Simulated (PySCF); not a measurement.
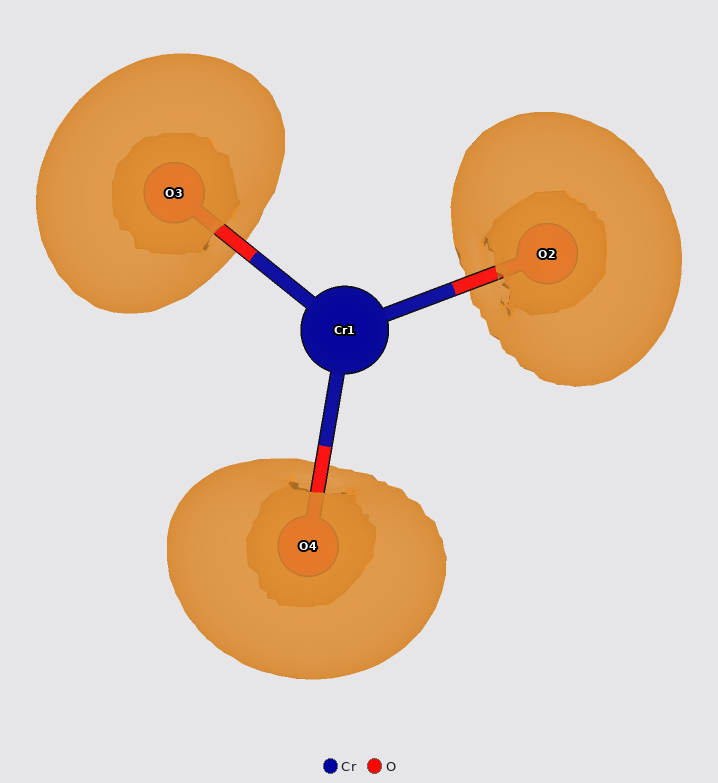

Figure. CrO₃ (SMILES [O]=[Cr](=[O])=[O]). Isosurface of the electron localisation function at 0.75 (orange), seen across its widest extent. Core shells and regions of very low density are left out.

Geometry: PBE0-D3(BJ)/def2-SVP.

Level of theory: DFT single point, gas phase, functional B3LYP (PySCF 2.14.0, density-fitted response routines).

Input file:

```
{"job": {"kind": "sp", "xc": "B3LYP", "basis": "ma-def2-SVP", "d3": "d3bj", "grid": 2}, "charge": 0, "multiplicity": 1}
Cr    -0.029501     0.037233     0.276278
O     -1.385798    -0.538345    -0.210953
O      1.159100    -0.951677     0.143658
O      0.276463     1.462759    -0.255380
```

Command:

```sh
OMP_NUM_THREADS=1 python redox_run.py task.json out
```

### Where are the electrons localised?

The ELF exceeds this value in three regions wrapped around O (the valence shell of each). Along the contacts the grid gives the following. Cr–O (1.55 Å): the ELF peaks at about 0.80 in the valence shell of O, 0.5 Å from its nucleus, and drops to about 0.35 between the two atoms.
